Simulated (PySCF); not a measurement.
Molecule: B2(mu-H)2(H)4, H₆B₂, singlet. Atoms near the plane z = 1.5 Å, at the B3LYP/def2-SVP optimised geometry (x, y, z in Å): B1 (0.6, 0.7, 0.0), B2 (-0.6, -0.7, 0.0), H3 (-0.7, 0.7, 0.0), H4 (1.0, 1.1, 1.1), H6 (0.7, -0.7, 0.0), H7 (-1.0, -1.1, 1.0).

Level of theory: B3LYP/def2-TZVP (PySCF). The values are rescaled to run from 0 to 1.

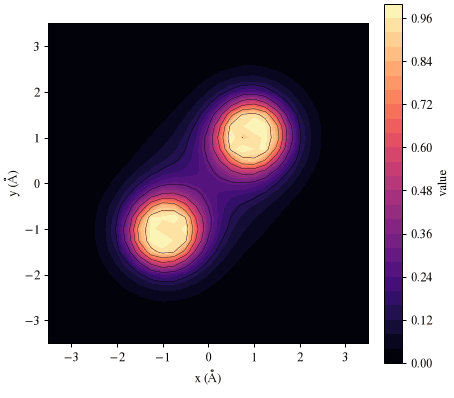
Figure: a field on the plane z = 1.5 Å.

**Question.** Which quantity is mapped?
A. electron localisation function
B. log10 of the electron density
C. Laplacian of the electron density
D. electrostatic potential

**Answer.** C, Laplacian of the electron density. In full: Laplacian of the electron density (e/bohr⁵).
